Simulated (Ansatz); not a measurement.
# SiHg2 (model cell, started as antifluorite): a soft mode frozen in, part 2 of 2

Wanted: the energy along a soft mode of SiHg2 (model cell, started as antifluorite) and the structure at the end.

Ansatz 0.2.0; DFT PBEsol, scalar-relativistic, plane waves, PAW.

So far, highest frequency on the path or at a solved wavevector (cm⁻¹): step 2 (the dispersion) 215. Also lowest frequency on the path (cm⁻¹): step 2 -16.1.

The structure was built from a prototype and need not be the compound's stable phase.

## Step 4: The mode frozen in, largest atomic shift 0.22 Å

The atoms are moved along the unstable eigenvector, the largest shift by 0.22 Å, with the cell fixed.

The input, input.yaml:

```yaml
crystal:
  lattice:
    - [0.0, 0.0, -6.4267212288]
    - [6.4267212288, 0.0, 0.0]
    - [3.2133606144, -6.4267212288, -3.2133606144]
  atoms:
    - { symbol: Si, position: [0.75, 0.25, 0.5] }
    - { symbol: Si, position: [0.25, 0.75, 0.5] }
    - { symbol: Si, position: [0.5, 0.5, 0.0] }
    - { symbol: Si, position: [0.0, 0.0, 0.0] }
    - { symbol: Hg, position: [0.625, 0.5907679255, 0.25] }
    - { symbol: Hg, position: [0.125, 0.1592320745, 0.25] }
    - { symbol: Hg, position: [0.4092320745, 0.875, 0.75] }
    - { symbol: Hg, position: [0.8407679255, 0.375, 0.75] }
    - { symbol: Hg, position: [0.3407679255, 0.375, 0.75] }
    - { symbol: Hg, position: [0.9092320745, 0.875, 0.75] }
    - { symbol: Hg, position: [0.125, 0.6592320745, 0.25] }
    - { symbol: Hg, position: [0.625, 0.0907679255, 0.25] }
kpoints:
  mp_grid: { grid: [6, 6, 6] }
hamiltonian:
  xc: pbesol
scf:
  occupations: { method: methfessel_paxton, width: 0.15 }
output:
  forces: true
  stress: true
  eigenvalues: true
```

On the command line:

```bash
> ansatz run input.yaml --threads 4 --pin off --max-ram 7168MiB --backend cpu --events-out ev --progress --plain --runs-dir out
```

Numbers of over 12 decimals in the logs are rounded to 6 here.

Log:

```text
[...]
Crystal: 12 atoms, lattice volume = 265.441 Å³
Basis set: ecut = 420 eV, 5221 PW (Γ), exchange–correlation on 90×90×108 points (8 copies of the dense FFT grid, shifted against one another)
Bands: 106, of which v1, the nominal top of the filled ones, is band 88 counted from 1 (87 counted from 0)
Symmetry: 16 space group operations
[...]
k-points: 30 of 216
[...]
k-point 0: bands = [... 84 lower, 10.2636, 11.0461, 12.5515, 13.9414, 13.9414, 13.9827, 14.2594, 14.2870, ... 14 higher]
  k-point 1: bands = [... 84 lower, 10.4367, 11.1160, 12.1426, 13.0700, 13.1707, 13.1707, 13.7751, 13.7751, ... 14 higher]
  k-point 2: bands = [... 84 lower, 10.9012, 11.3123, 11.3398, 11.9137, 11.9137, 12.1343, 12.5750, 12.5750, ... 14 higher]
  k-point 29: bands = [... 84 lower, 12.4896, 12.4896, 12.6325, 12.6325, 13.1526, 13.1526, 13.4860, 13.4860, ... 14 higher]
[key lines of the parts left out:]
SCF converged after 7 iterations
Free energy (F): -111826.869162 eV
Fermi energy:    12.656147 eV
P = ⅓ Tr σ = 0.5309 GPa (5.309 kbar)
```

Run time: 16 s. Hardware: 4 threads of Arm Neoverse V1, shared host; peak memory 1.2 GiB.

This step gave:

```
pressure                         : 0.5309 GPa
energy from the undistorted cell : -1.235 meV/atom
```

The energy, extrapolated to zero smearing, is -1.24 meV/atom against the undistorted cell.

The run ends at a pressure of 0.53 GPa, with forces up to 0.0052 eV/Å.

## Step 5: Energy along the mode, all amplitudes (two of the runs are shown above)

An imaginary frequency means negative curvature, so the energy should fall and then rise again as anharmonic terms take over.

This step gave:

| Property | Result |
| --- | --- |
| depth at the lowest point sampled | 1.235 meV/atom |
| largest atomic shift at that point | 0.22 Å |

The energy from the parent by largest atomic shift:

| largest atomic shift (Å) | energy from the parent (meV/atom) |
| --- | --- |
| 0.000 | 0 |
| 0.040 | -0.078 |
| 0.080 | -0.297 |
| 0.140 | -0.771 |
| 0.220 | -1.24 |
| 0.320 | -0.995 |
| 0.450 | 2.85 |
| 0.600 | 14.9 |

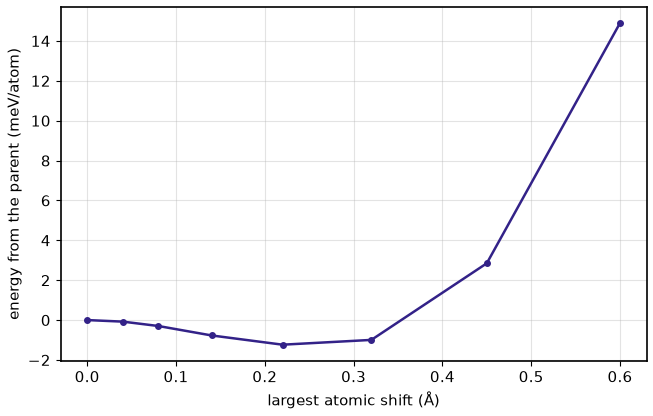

Energy from the parent, plotted against largest atomic shift.

Displacement at unit largest shift by atom:

| atom | x (Å) | y (Å) | z (Å) | size |
| --- | --- | --- | --- | --- |
| Si1 | 0.00 | 0.00 | 0.00 | 0.00 |
| Si2 | 0.00 | 0.00 | 0.00 | 0.00 |
| Si3 | 0.00 | 0.00 | 0.00 | 0.00 |
| Si4 | 0.00 | 0.00 | 0.00 | 0.00 |
| Hg5 | -1.00 | 0.00 | 0.00 | 1.00 |
| Hg6 | 1.00 | 0.00 | 0.00 | 1.00 |
| Hg7 | 0.00 | 0.00 | -1.00 | 1.00 |
| Hg8 | 0.00 | 0.00 | 1.00 | 1.00 |
| Hg9 | 0.00 | 0.00 | 1.00 | 1.00 |
| Hg10 | 0.00 | 0.00 | -1.00 | 1.00 |
| Hg11 | 1.00 | 0.00 | 0.00 | 1.00 |
| Hg12 | -1.00 | 0.00 | 0.00 | 1.00 |

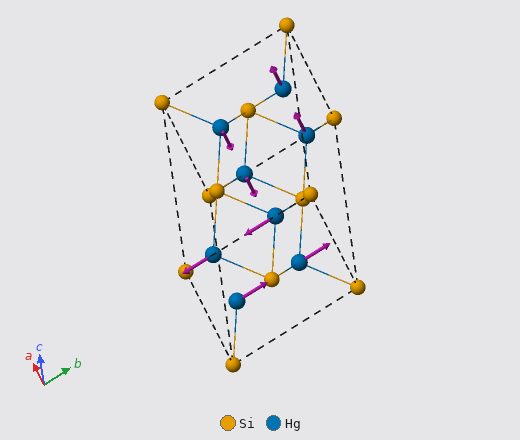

Displacement at unit largest shift as arrows, the longest 1 Å. Some periodic images of atoms are drawn too.

The lowest of the steps tried is at 0.22 Å, 1.24 meV/atom below the parent; the bottom of the well need not coincide with a step.

## Step 6: Relaxing from the distorted cell

Starting from the lowest point found, all atoms and the cell are let go, so that strain and other modes of the same symmetry can join in.

Changes to input.yaml since step 4:

```diff
@@ -28 +28,6 @@
   eigenvalues: true
+relax:
+  adjacent_minimum: "off"
+  f_tol: 0.002
+  max_steps: 120
+  cell: { stress_tol: 0.03 }
```

Log:

```text
[...]
Crystal: 12 atoms, lattice volume = 265.441 Å³
Basis set: ecut = 420 eV, 5221 PW (Γ), exchange–correlation on 90×90×108 points (8 copies of the dense FFT grid, shifted against one another)
Bands: 106, of which v1, the nominal top of the filled ones, is band 88 counted from 1 (87 counted from 0)
Symmetry: 16 space group operations
[...]
k-points: 30 of 216
[...]
SCF iter   1: F=—  HF=-111826.890318 eV  |F-HF|=—  |Δ(HF+E_count)|=         —  Δρ=4.41e-3  dr2=7.73e-2  ethr=1.77e-3  ⟨swp⟩=6.8  Hψ=11545  notcnv=0  defer=28
[...]
SCF iter   7: F=-111826.869162 eV  HF=-111826.869162 eV  |F-HF|=1.31e-10  |Δ(HF+E_count)|=   1.34e-8  S|Δr|=    0.00e0  Δρ=6.34e-7  dr2=7.29e-10  ethr=1.75e-11  ⟨swp⟩=2.0  Hψ=10174  notcnv=0
SCF 1 converged in 7 iterations: F = -111826.869162 eV  dr2 = 7.29e-10
[...]
relax step   1: F+E_penalty+E_count = -111826.86916197 eV  Δ(F+E_penalty+E_count) = +0.000e0 eV  max|allowed force component| = 5.157e-3 eV/Å  Δτ_max = 0.0000 Å  P = +0.531 GPa  Ω = 265.441 Å³  (7 SCF iters, dr2 threshold 1.00e-7 eV, accepted)
Crystal: 12 atoms, lattice volume = 270.066 Å³
Basis set: ecut = 420 eV, 5293 PW (Γ), exchange–correlation on 90×90×108 points (8 copies of the dense FFT grid, shifted against one another)
[...]
SCF iter   5: F=-111826.869808 eV  HF=-111826.869808 eV  |F-HF|=6.15e-8  |Δ(HF+E_count)|=   4.19e-7  S|Δr|=    0.00e0  Δρ=7.26e-6  dr2=1.07e-7  ethr=4.42e-10  ⟨swp⟩=6.9  Hψ=13253  notcnv=0
SCF 2 converged in 5 iterations: F = -111826.869808 eV  dr2 = 1.07e-7
relax step   2: F+E_penalty+E_count = -111826.86980843 eV  Δ(F+E_penalty+E_count) = -6.465e-4 eV  max|allowed force component| = 1.982e-2 eV/Å  Δτ_max = 0.0129 Å  P = -0.485 GPa  Ω = 270.066 Å³  energy of the carried Pulay correction = -1.033e-3 eV  (5 SCF iters, dr2 threshold 7.78e-7 eV, accepted)
Crystal: 12 atoms, lattice volume = 268.108 Å³
[...]
SCF iter   1: F=—  HF=-111826.873830 eV  |F-HF|=—  |Δ(HF+E_count)|=         —  Δρ=5.07e-4  dr2=1.25e-3  ethr=3.59e-7  ⟨swp⟩=2.8  Hψ=13163  notcnv=0
eigensolver tolerance schedule calibrated: the retry pair's looser diagonalisation under-reported the residual by θ = 0.49 (0.13/decade); ethr = c·dr2/N_el runs at the constant in force after the calibration composes with the one it found (an armed cap, an earlier calibration), c = 6.4e-2
[...]
SCF iter   2: F=—  HF=-111826.873520 eV  |F-HF|=—  |Δ(HF+E_count)|=   3.10e-4  S|Δr|=    0.00e0  Δρ=4.19e-4  dr2=4.49e-4  ethr=3.59e-7  ⟨swp⟩=2.0  Hψ=5593  notcnv=0
[...]
SCF iter   4: F=-111826.873220 eV  HF=-111826.873220 eV  |F-HF|=1.46e-7  |Δ(HF+E_count)|=   6.54e-6  S|Δr|=    0.00e0  Δρ=9.43e-6  dr2=2.41e-7  ethr=2.18e-10  ⟨swp⟩=4.8  Hψ=14819  notcnv=0
SCF 3 converged in 4 iterations: F = -111826.873220 eV  dr2 = 2.41e-7
relax step   3: F+E_penalty+E_count = -111826.87322011 eV  Δ(F+E_penalty+E_count) = -3.412e-3 eV  max|allowed force component| = 1.321e-2 eV/Å  Δτ_max = 0.0026 Å  P = -0.057 GPa  Ω = 268.108 Å³  energy of the carried Pulay correction = -5.980e-4 eV  (4 SCF iters, dr2 threshold 6.04e-7 eV, accepted)
[... from here on, the SCF cycles and remarks between the steps are left out ...]
relax step   4: F+E_penalty+E_count = -111826.87457702 eV  Δ(F+E_penalty+E_count) = -1.357e-3 eV  max|allowed force component| = 1.196e-2 eV/Å  Δτ_max = 0.0136 Å  P = -0.005 GPa  Ω = 268.159 Å³  energy of the carried Pulay correction = -6.094e-4 eV  (5 SCF iters, dr2 threshold 1.09e-8 eV, accepted)
relax step   5: F+E_penalty+E_count = -111826.88008507 eV  Δ(F+E_penalty+E_count) = -5.508e-3 eV  max|allowed force component| = 8.571e-3 eV/Å  Δτ_max = 0.0673 Å  P = +0.025 GPa  Ω = 269.637 Å³  energy of the carried Pulay correction = -9.384e-4 eV  (6 SCF iters, dr2 threshold 8.94e-9 eV, accepted)
relax step   6: F+E_penalty+E_count = -111826.86824772 eV  Δ(F+E_penalty+E_count) = +1.184e-2 eV  max|allowed force component| = 3.494e-2 eV/Å  Δτ_max = 0.1950 Å  P = +0.682 GPa  Ω = 274.278 Å³  energy of the carried Pulay correction = -1.959e-3 eV  (7 SCF iters, dr2 threshold 5.03e-9 eV, rejected (line search))
relax step   7: F+E_penalty+E_count = -111826.88148239 eV  Δ(F+E_penalty+E_count) = -1.397e-3 eV  max|allowed force component| = 5.754e-3 eV/Å  Δτ_max = 0.0491 Å  P = +0.013 GPa  Ω = 271.266 Å³  energy of the carried Pulay correction = -1.299e-3 eV  (8 SCF iters, accepted)
relax step   8: F+E_penalty+E_count = -111826.88186191 eV  Δ(F+E_penalty+E_count) = -3.795e-4 eV  max|allowed force component| = 5.581e-3 eV/Å  Δτ_max = 0.0591 Å  P = +0.020 GPa  Ω = 273.286 Å³  energy of the carried Pulay correction = -1.742e-3 eV  (6 SCF iters, dr2 threshold 8.39e-8 eV, accepted)
relax step   9: F+E_penalty+E_count = -111826.88259632 eV  Δ(F+E_penalty+E_count) = -7.344e-4 eV  max|allowed force component| = 2.204e-3 eV/Å  Δτ_max = 0.0193 Å  P = -0.005 GPa  Ω = 272.640 Å³  energy of the carried Pulay correction = -1.601e-3 eV  (6 SCF iters, dr2 threshold 4.98e-9 eV, accepted)
relax step  10: F+E_penalty+E_count = -111826.88284040 eV  Δ(F+E_penalty+E_count) = -2.441e-4 eV  max|allowed force component| = 1.551e-3 eV/Å  Δτ_max = 0.0234 Å  P = +0.111 GPa  Ω = 271.296 Å³  energy of the carried Pulay correction = -1.305e-3 eV  (7 SCF iters, dr2 threshold 3.04e-10 eV, rejected (line search))
relax step  11: F+E_penalty+E_count = -111826.88282860 eV  Δ(F+E_penalty+E_count) = -2.323e-4 eV  max|allowed force component| = 9.007e-4 eV/Å  Δτ_max = 0.0102 Å  P = +0.001 GPa  Ω = 272.244 Å³  energy of the carried Pulay correction = -1.514e-3 eV  (7 SCF iters, accepted)
relax step  12: F+E_penalty+E_count = -111826.88288703 eV  Δ(F+E_penalty+E_count) = -5.843e-5 eV  max|allowed force component| = 3.484e-4 eV/Å  Δτ_max = 0.0062 Å  P = -0.007 GPa  Ω = 272.061 Å³  energy of the carried Pulay correction = -1.474e-3 eV  (7 SCF iters, accepted)
[...]
SCF iter   6: F=-111826.884337 eV  HF=-111826.884337 eV  |F-HF|=4.37e-11  |Δ(HF+E_count)|=  5.82e-11  S|Δr|=    0.00e0  Δρ=5.80e-8  dr2=8.87e-12  ethr=1.00e-12  ⟨swp⟩=6.0  Hψ=11796  notcnv=0
SCF 13 converged in 6 iterations: F = -111826.884337 eV  dr2 = 8.87e-12
relax step  13: F+E_penalty+E_count = -111826.88433723 eV  Δ(F+E_penalty+E_count) = -1.450e-3 eV  max|allowed force component| = 3.589e-4 eV/Å  Δτ_max = 0.0000 Å  P = -0.008 GPa  Ω = 272.061 Å³  stress off target by 1.02e-2 GPa  SCF on the basis re-selected at this cell (its energy is not comparable with the rows above)  (6 SCF iters)
basis re-selected at this cell: Δ(F+E_penalty+E_count) = -1.450e-3 eV, ΔP = -0.002 GPa vs the last step (what re-selecting the basis moved, of the pressure what is left beyond the Pulay correction that the steps carried, after the strain that the cell walked since its last selection, with what the two solves' SCF thresholds leave and, on support functions, any second-order correction that the steps lacked; it is no m [...]
SCF converged after 6 iterations
[...]
Free energy (F): -111826.884337 eV
[...]
Internal energy: -111826.886749 eV  (E = F + TS)
E sigma→0 (E₀):  -111826.884940 eV
Entropy (-TS):   0.002412 eV (0.201 meV/atom)
Fermi energy:    12.184995 eV
[...]
--- Forces (eV/Å), atoms counted from 1 ---
  atom   1  Si     0.00000000    -0.00000000     0.00000000
  atom   2  Si     0.00000000    -0.00000000    -0.00000000
  atom   3  Si    -0.00000000    -0.00000000     0.00000000
  atom   4  Si    -0.00000000     0.00000000    -0.00000000
  atom   5  Hg    -0.00035890    -0.00000000     0.00000000
  atom   6  Hg     0.00035890     0.00000000     0.00000000
  atom   7  Hg    -0.00000000     0.00000000    -0.00035890
  atom   8  Hg     0.00000000     0.00000000     0.00035890
  atom   9  Hg     0.00000000    -0.00000000     0.00035890
  atom  10  Hg    -0.00000000     0.00000000    -0.00035890
  atom  11  Hg     0.00035890     0.00000000    -0.00000000
  atom  12  Hg    -0.00035890    -0.00000000    -0.00000000
  max |Σ_I F_I| component: 1.60e-17 eV/Å
--- Stress (GPa, compression-positive) ---
       -0.010248      -0.000000      -0.000000
       -0.000000      -0.004851       0.000000
       -0.000000       0.000000      -0.010248
  P = ⅓ Tr σ = -0.0084 GPa (-0.084 kbar)
--- Band table (eV; the first three rows and the last of 30) ---
  k-point 0: bands = [... 84 lower, 9.9260, 10.8947, 12.2647, 13.2551, 13.2551, 13.3321, 13.5849, 13.8273, ... 14 higher]
  k-point 1: bands = [... 84 lower, 10.0872, 10.9730, 11.7427, 12.5612, 12.5612, 12.6449, 13.5148, 13.5148, ... 14 higher]
  k-point 2: bands = [... 84 lower, 10.4964, 10.8672, 11.1667, 11.4351, 11.4351, 11.7396, 12.3108, 12.3108, ... 14 higher]
  k-point 29: bands = [... 84 lower, 11.9501, 11.9501, 12.0707, 12.0707, 12.8042, 12.8042, 13.1694, 13.1694, ... 14 higher]
--- Relaxed structure (12 steps of the walk, 10 accepted, 1 SCFs on fresh bases) ---
  F+E_penalty+E_count = -111826.88433723 eV   max|allowed force component| = 3.589e-4 eV/Å   (the final SCF, on the basis selected at the relaxed cell)
  cell:  # Å, volume = 272.0610 Å³
    - [0.0, 0.0, -6.492026]
    - [6.492026, 0.0, 0.0]
    - [3.246013, -6.455143, -3.246013]
  atoms:
    - { symbol: Si, position: [0.750000, 0.250000, 0.5] }
    - { symbol: Si, position: [0.250000, 0.750000, 0.5] }
    - { symbol: Si, position: [0.500000, 0.500000, 0] }
    - { symbol: Si, position: [1.3496178021562586e-19, 3.5989808057500226e-19, 0] }
    - { symbol: Hg, position: [0.625000, 0.565291, 0.25] }
    - { symbol: Hg, position: [0.125000, 0.184709, 0.25] }
    - { symbol: Hg, position: [0.434709, 0.875000, 0.750000] }
    - { symbol: Hg, position: [0.815291, 0.375000, 0.750000] }
    - { symbol: Hg, position: [0.315291, 0.375000, 0.750000] }
    - { symbol: Hg, position: [0.934709, 0.875000, 0.750000] }
    - { symbol: Hg, position: [0.125000, 0.684709, 0.25] }
    - { symbol: Hg, position: [0.625000, 0.065291, 0.25] }
```

Run time: 3.5 min. Hardware: 4 threads; peak memory 1.2 GiB; 14 min of CPU time.

Step by step:

| step | energy less that of the first step (eV) | largest force component (eV/Å) | pressure (GPa) | volume (Å³) |
| --- | --- | --- | --- | --- |
| 1 | 0.0000 | 0.0052 | 0.53 | 265.44 |
| 2 | -0.0006 | 0.0198 | -0.49 | 270.07 |
| 3 | -0.0041 | 0.0132 | -0.06 | 268.11 |
| 4 | -0.0054 | 0.0120 | 0.00 | 268.16 |
| 5 | -0.0109 | 0.0086 | 0.03 | 269.64 |
| 6 | 0.0009 | 0.0349 | 0.68 | 274.28 |
| 7 | -0.0123 | 0.0058 | 0.01 | 271.27 |
| 8 | -0.0127 | 0.0056 | 0.02 | 273.29 |
| 9 | -0.0134 | 0.0022 | -0.01 | 272.64 |
| 10 | -0.0137 | 0.0016 | 0.11 | 271.30 |
| 11 | -0.0137 | 0.0009 | 0.00 | 272.24 |
| 12 | -0.0137 | 0.0003 | -0.01 | 272.06 |
| 13* | -0.0152 | 0.0004 | -0.01 | 272.06 |

Relaxation steps marked * repeat the geometry before them on a plane-wave basis chosen anew for their cell, so energy and pressure can jump there. Relaxation steps 6, 10 were tried and not accepted.

The run keeps the 16 symmetry operations that it works with, so distortions that break them were not tested.

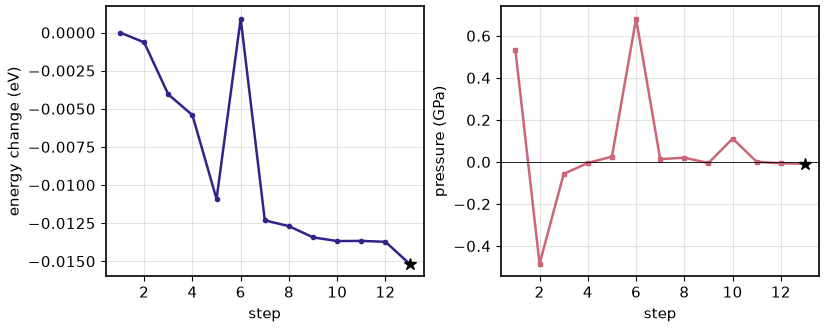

Energy and pressure along the relaxation. Stars mark steps on a basis chosen anew.

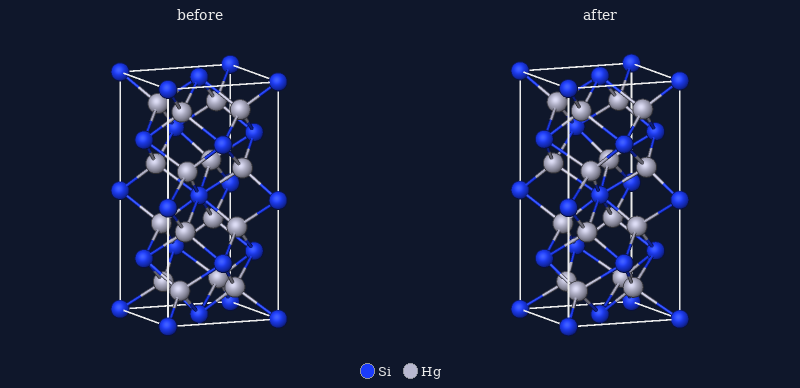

Before and after, at one scale.

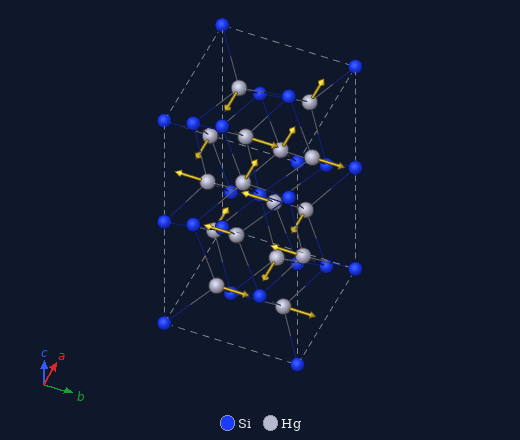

Displacements in the relaxation, exaggerated, measured against the changing cell; the longest in the cell stands for 0.17 Å. Some periodic images of atoms are drawn too.

| conventional cell, symmetrised | before | after | change |
| --- | --- | --- | --- |
| a (Å) | 6.427 | 6.492 | +1.0 % |
| b (Å) | 6.427 | 6.492 | +1.0 % |
| c (Å) | 12.853 | 12.910 | +0.4 % |
| volume (Å³/atom) | 22.12 | 22.67 | +2.5 % |

The atoms that moved most (Å, as changes of fractional coordinates times the final cell):

| atom | dx | dy | dz | length |
| --- | --- | --- | --- | --- |
| Hg12 | -0.165 | 0.000 | 0.000 | 0.165 |
| Hg8 | 0.000 | 0.000 | 0.165 | 0.165 |
| Hg7 | 0.000 | 0.000 | -0.165 | 0.165 |
| Hg11 | 0.165 | 0.000 | 0.000 | 0.165 |
| Hg5 | -0.165 | 0.000 | 0.000 | 0.165 |
| Hg6 | 0.165 | 0.000 | 0.000 | 0.165 |
| Hg9 | 0.000 | 0.000 | 0.165 | 0.165 |
| Hg10 | 0.000 | 0.000 | -0.165 | 0.165 |

Final coordinates:

```
Si Hg
1.0
     0.00000    0.00000   -6.49203
     6.49203    0.00000    0.00000
     3.24601   -6.45514   -3.24601
Si Hg
4 8
Cartesian
  3.2460 -3.2276 -6.4920
  6.4920 -3.2276 -3.2460
  3.2460 0.0000 -3.2460
  0.0000 0.0000 0.0000
  4.4814 -1.6138 -4.8690
  2.0106 -1.6138 -1.6230
  8.1150 -4.8414 -5.2567
  4.8690 -4.8414 -7.7274
  4.8690 -4.8414 -4.4814
  8.1150 -4.8414 -8.5027
  5.2567 -1.6138 -1.6230
  1.2354 -1.6138 -4.8690
```

This step gave:

| Item | Value |
| --- | --- |
| pressure | -0.008449 GPa |
| volume per atom | 22.67 Å³ |

The distorted start has space group I4_1/acd; the relaxation ends in I4_1/acd.

## Step 7: What came out

| Quantity | Value |
| --- | --- |
| unstable mode of the parent | q = (0.25, -0.5, -0.25), 15i cm⁻¹ |
| depth at the lowest point sampled | 1.24 meV/atom |
| largest atomic shift at that point | 0.22 Å |
| space group reached (within 0.01 Å) | I4_1/acd |
| energy gained over the parent (first relaxation, on the mesh of the frozen mode) | 2.52 meV/atom |
| volume per atom, phase reached | 22.7 Å³ |

What this shows: Along this mode the structure falls into I4_1/acd, 2.52 meV/atom below the parent. At the parent's cell the well is 1.235 meV/atom deep on the steps tried, with its lowest point at a shift of 0.22 Å. Relaxing atoms and cell changes the gain by +1.28 meV/atom against the lowest step (energies at zero smearing). The modes of the phase reached were not computed on this path. Each path keeps the symmetry of its pattern, so a lower phase may lie along a pattern not tried. With no gap, or one that is small against the smearing, the frequencies hang on the k mesh and the smearing, most of all near Kohn anomalies. Spin-orbit coupling is left out, which can matter for the heavy elements here. The starting cell was built on a prototype and not taken from a measurement, so the phase need not exist.

[Logs are printed without paths, hosts, clocks, repeated set-up lines and the standing remarks that a program may print on its own settings, such as how far it seeks lower states.]

[Hosts, paths, dates, database ids (printed as entryN), source tags and the programs' standing remarks are cut or masked in the printed files.]
